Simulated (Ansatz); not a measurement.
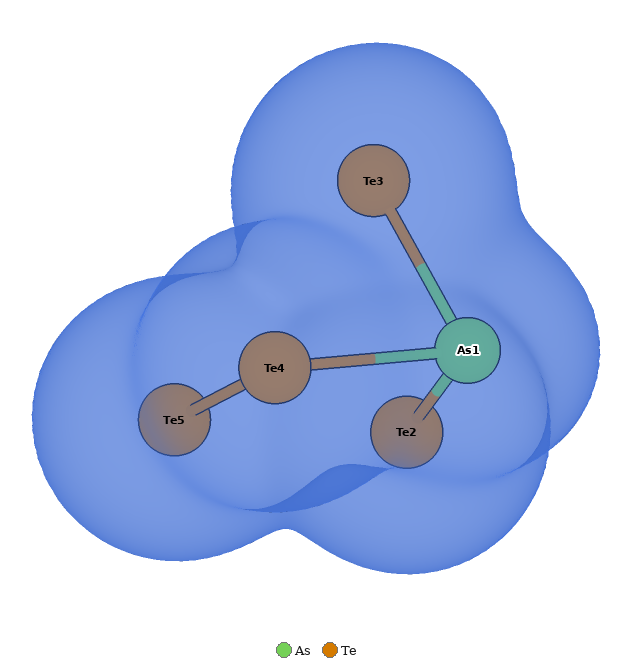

Figure. AsTe$_{4}$ (charge +1, quintet). Isosurface of the electron density at 0.05 e/Å³ (blue), seen at an oblique angle.

Geometry: PBE-D4/def2-SVP; core potentials replace the inner electrons of Te.

Level of theory: UKS PBE0-D4/def2-TZVP (Ansatz 0.2.0).

| atom | x (Å) | y (Å) | z (Å) |
| --- | --- | --- | --- |
| As | 0.5588 | 1.1087 | 1.1776 |
| Te | 2.0906 | -0.4565 | -0.2199 |
| Te | -0.2923 | 1.8358 | -1.1985 |
| Te | -1.7401 | -0.4389 | 1.0552 |
| Te | -0.6169 | -2.0491 | -0.8144 |

### Which contacts does the surface bridge?

At this value the surface is in one piece. It bridges the sampled Te–As (2.60 Å), Te–Te (2.71 Å) and Te–As (2.77 Å) contacts, where the density stays above the isovalue. On the grid the lowest density along these lines, outside the cores, is 0.52 e/Å³ (Te–As, 2.60 Å), 0.49 e/Å³ (Te–Te, 2.71 Å) and 0.4 e/Å³ (Te–As, 2.77 Å).
